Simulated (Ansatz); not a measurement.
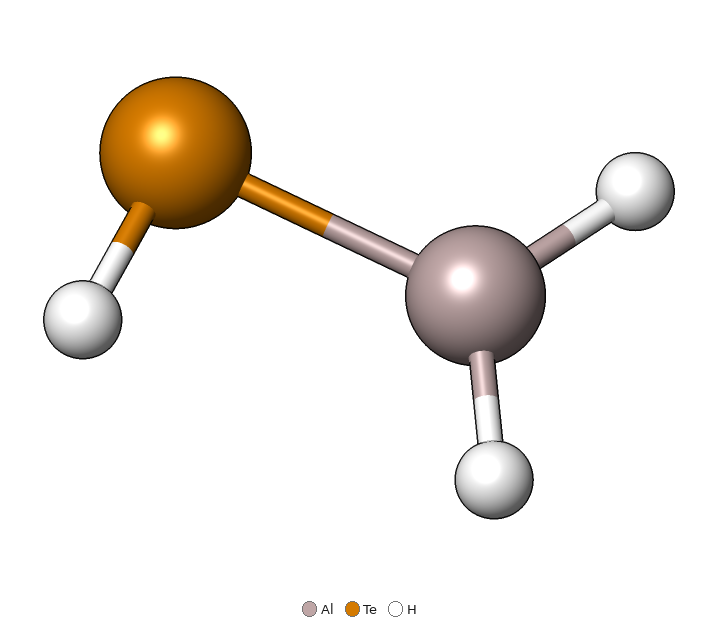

Rendered structure (ball-and-stick style). Every bond is drawn as one stick, whatever its order.

Description:

The molecule is AlH3Te. As SMILES it reads `[AlH2][TeH]`. This geometry has Cs symmetry. All atoms lie on one plane. Coordination: 1 Al trigonal planar; 1 Te bent.

More results for the same structure follow; atom numbers are the same in all pictures, views and colours differ. Computed geometry: PBE0-D4/def2-TZVP optimisation. No frequency run is at hand to confirm it as a minimum.

### Geometry

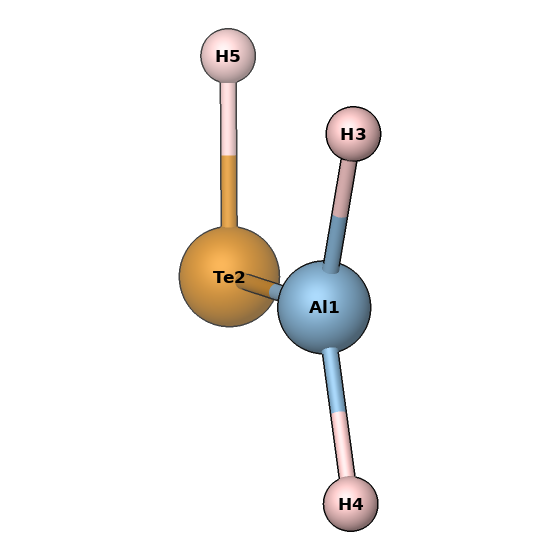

Te2 lies behind Al1. The molecule seen a little off the Al1–Te2 bond, Al1 in front. Depth is shown by fading: the farther an atom, the more it takes the colour of the background. No frequency run is at hand to confirm it as a minimum.

Question: What is the torsion angle H3–Al1–Te2–H5? The sign is positive where the front bond must turn clockwise to cover the back bond.

Answer: 0°, synperiplanar (eclipsed).

### Electronic properties

No frequency run is at hand to confirm it as a minimum. Properties computed with RKS PBE0-D4/def2-TZVPP, core potentials on Te (Ansatz 0.2.0).

Question: Estimate the HOMO energy (Kohn–Sham orbital).

Answer: −6.88 eV.

Question: Give the LUMO energy (Kohn–Sham orbital) at this level.

Answer: −1.63 eV.

### Dipole moment

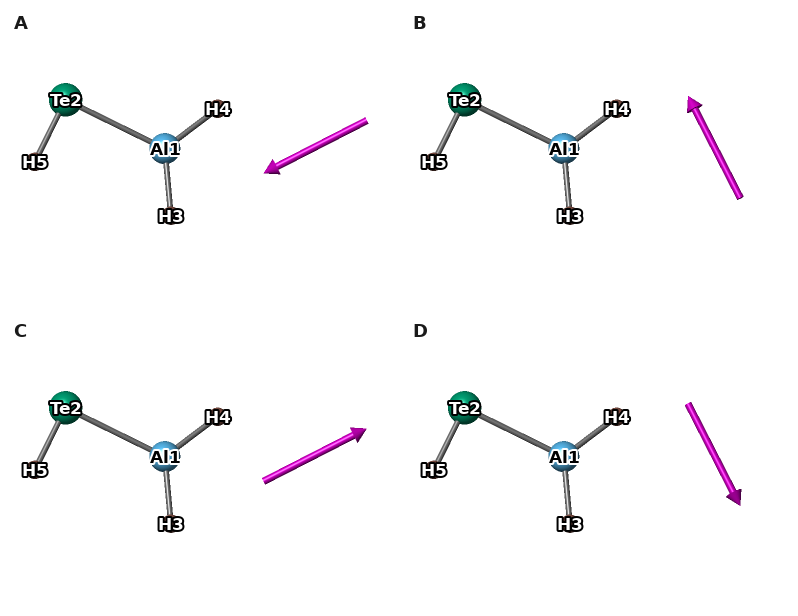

The same molecule four times, each with an arrow. No frequency run is at hand to confirm it as a minimum. Level of theory: RKS PBE0-D4/def2-TZVP, core potentials on Te (Ansatz 0.2.0).

Question: Which arrow points along the dipole moment, from the negative to the positive end?

Answer: D. The dipole moment is 0.36 D; it points from the side of Te2 to the side of H3 (the outermost atoms at the two ends).

### Charges

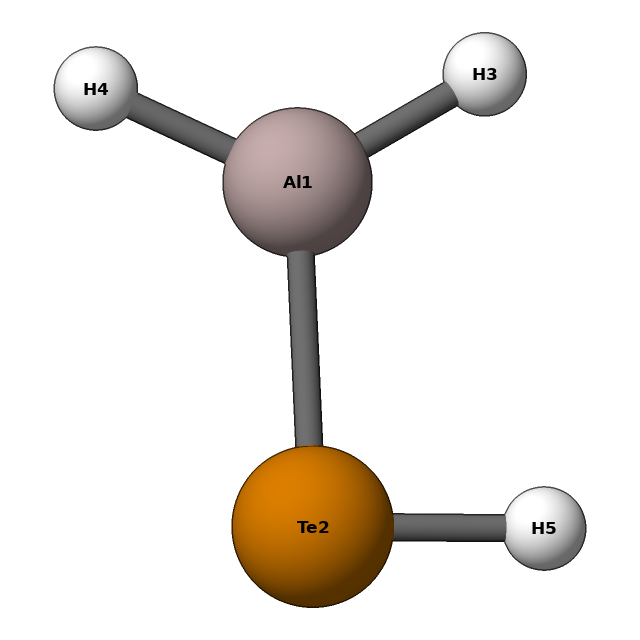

The questions are on Mulliken charges. No frequency run is at hand to confirm it as a minimum. Method: RKS PBE0-D4/def2-TZVP, core potentials on Te (Ansatz 0.2.0).

Give the Mulliken charges atom by atom.

```tsv
atom	value (e)
Al1	0.32
Te2	−0.22
H3	−0.08
H4	−0.09
H5	0.08
```

Mulliken values depend strongly on the basis set and can even reverse the polarity of a bond.
